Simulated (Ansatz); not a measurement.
Band structure of Li₂Si (R-3m, 6 atoms in the cell).

```
Li2Si
1.0
    2.17097     1.25341     6.13243
   -2.17097     1.25341     6.13243
    0.00000    -2.50682     6.13243
Li Si
4 2
Direct
  0.35900   0.35900   0.35900
  0.64100   0.64100   0.64100
  0.79496   0.79496   0.79496
  0.20504   0.20504   0.20504
  0.06147   0.06147   0.06147
  0.93853   0.93853   0.93853
```

Computed with PBEsol, PAW files made with PBE (plane waves; Ansatz, a first-principles code).

Settings: kpoints.mp_grid.grid = 9 9 9; hamiltonian.xc = pbesol; hamiltonian.pseudopotentials = {kind: paw} (the program's default PAW files); scf.occupations.method = fermi_dirac; scf.occupations.width = 0.1 eV; kpoints.band_path.path = [[0.0, 0.0, 0.0], [0.5, 0.0, 0.0], [0.5, 0.19451697, -0.19451697]]; kpoints.band_path.npoints = 8.

The starting cell comes from a database of computed structures (which also holds hypothetical and non-ambient phases and stackings), without a prior relaxation at this level.

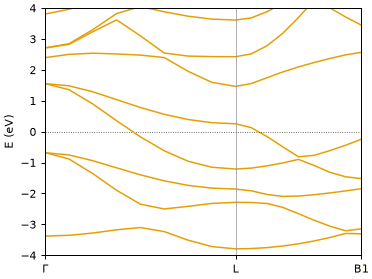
Figure. Bands along the path, energies from the Fermi level.

Levels in eV from the Fermi level, bands 7 to 14:
```csv
point,7,8,9,10,11,12,13,14
Γ,-3.38,-0.68,-0.68,1.55,1.55,2.39,2.71,2.71
L,-3.79,-2.29,-1.86,-1.21,0.25,1.46,2.42,3.61
B1,-3.31,-3.14,-1.85,-1.52,-0.24,2.57,3.45,4.26
```

Bands cross the Fermi level along this path, so the cell is metallic at this level.

Keys are those of Ansatz 0.2.
